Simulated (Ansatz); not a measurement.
**The atomisation energy (no zero-point term) down a group: N to As**

Gas-phase molecules, one atom swapped for its congeners: BH3(NH3); BH3(PH3); BH3(AsH3). All are singlets with charge 0.

Shapes, held fixed at every level: PBE0-D4/def2-TZVP. Programs: Ansatz 0.2.0. Values in eV.

```csv
level,BH3(NH3),BH3(PH3),BH3(AsH3)
PBE0-D4/def2-TZVPP,26.46,23.80,22.53
B2PLYP/def2-TZVPP,26.40,23.68,22.46
MP2/def2-SVP,25.02,21.98,20.89
MP2/def2-TZVPP,25.84,22.92,21.80
CCSD(T)/def2-SVP,25.17,22.33,21.26
CCSD(T)/def2-TZVPP,25.92,23.24,22.19
```

At CCSD(T)/def2-TZVPP the atomisation energy falls at every step, from 25.92 to 22.19 eV. Every level shows the same order. Relativity is left out for As. Outer-core shells of As are correlated, in sets that cover them unevenly. Spin-orbit coupling, which grows down the group, is left out (summed over each molecule's free atoms 0.00, 0.00, 0.00 eV). Coupled cluster in double- or triple-zeta sets underbinds by a few per cent against its basis-set limit.

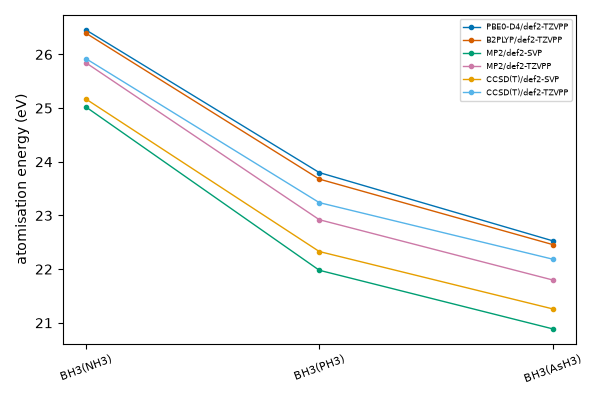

The trend along the series, level by level.
